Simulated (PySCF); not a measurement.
**C2BiN2S2 (charge +1): density, localisation and related maps**

Input file:

```
mol = gto.M(atom='''
Bi     0.00000    -0.00000     0.00000
N     -0.00000     0.00000     2.22363
C      0.00000     0.00000     3.43928
S     -0.00000    -0.00000     5.00685
N      0.00000     0.00000    -2.22363
C     -0.00000    -0.00000    -3.43928
S      0.00000     0.00000    -5.00685''',
    basis={'Bi': 'def2-SVP', 'N': 'def2-SVP', 'C': 'def2-SVP', 'S': 'def2-SVP'},
    ecp={'Bi': 'def2-SVP'},
    charge=1, spin=0)
mf = dft.RKS(mol, xc='R2SCAN')
mf.grids.atom_grid = (75, 302)  # f atoms: at least (60, 302), unpruned
mf = mf.density_fit()  # Bi def2-universal-JKFIT, N def2-universal-JKFIT, C def2-universal-JKFIT, S def2-universal-JKFIT
mf.conv_tol = 1e-09; mf.max_cycle = 55
mf.kernel(dm0)
```

Run with:

```sh
OMP_NUM_THREADS=2 python run.py
```

Core potentials replace the inner electrons of Bi.

Theory: RKS r2SCAN, Bi def2-SVP with ECP60, N def2-SVP, C def2-SVP, S def2-SVP; non-relativistic Hamiltonian with scalar-relativistic core potentials where named; density fitting in PySCF 2.14.0.

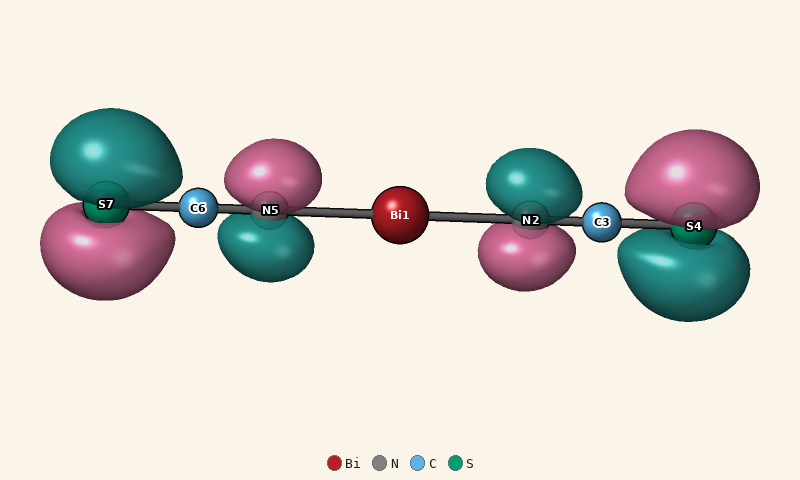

Figure 1. The HOMO at ±0.1 Å⁻³ᐟ² (teal and pink are the two phases), seen from one side.

Question: Describe this orbital and give its energy.

Answer: By Hirshfeld shares it lies mainly on S4 (about 30 %), S7 (about 30 %), N5 (about 15 %) and N2 (about 15 %); it is gerade (even under inversion); largely a combination of lone pairs on S4, S7, N5 and N2. It is one of a degenerate set, so its orientation is arbitrary. Its energy is −10.95 eV.

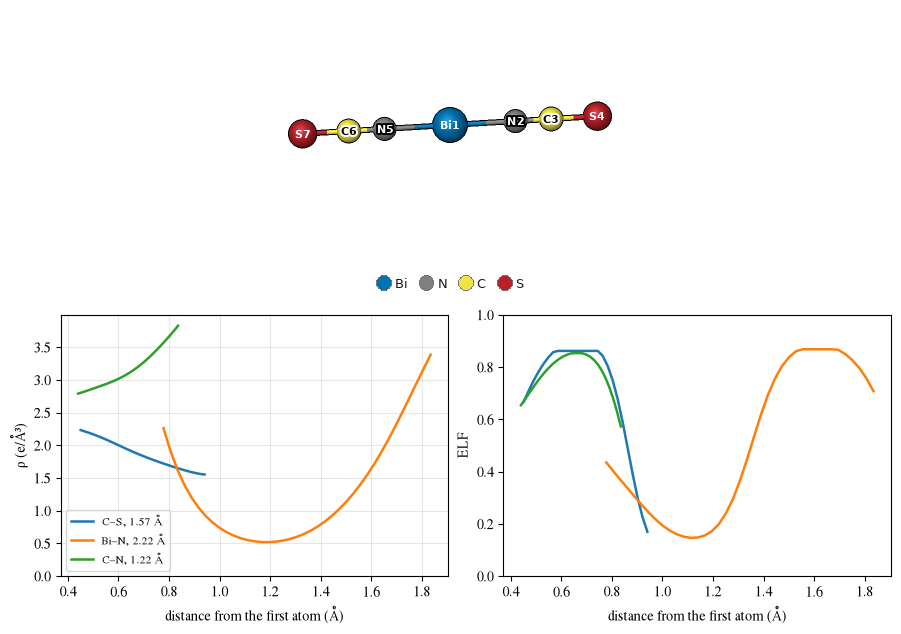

Figure 2. Electron density and ELF along straight lines between neighbouring atoms. The curves leave out the atomic cores. The structure is drawn too.

Question: What can be read from the curves?

Answer: C–S (1.57 Å): ρ at the midpoint is about 1.7 e/Å³; the ELF peaks at about 0.85 between the atoms: localised, covalent bonding.
Bi–N (2.22 Å): the density is about 0.55 e/Å³ at the midpoint; the ELF peaks at about 0.85 in the valence shell of N, 0.7 Å from its nucleus, and drops to about 0.15 between the two atoms.
C–N (1.22 Å): the density is about 3 e/Å³ at the midpoint; the ELF peaks at about 0.85 between the atoms: a multiple bond.

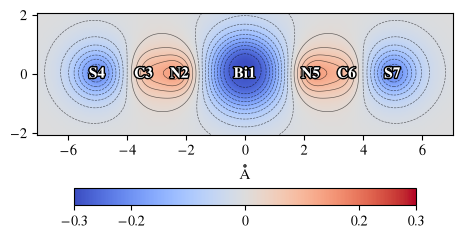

Figure 3. The LUMO on a plane 0.8 Å above a plane that holds the molecular axis (values in Å⁻³ᐟ²; the overall sign is arbitrary).

Question: What is the character of this orbital?

Answer: Its weight (Hirshfeld) is mainly on Bi1 (about 65 %), S4 (about 10 %) and S7 (about 10 %); it is ungerade (odd under inversion). It is one of a degenerate set, so its orientation is arbitrary. Its energy is −9.64 eV.
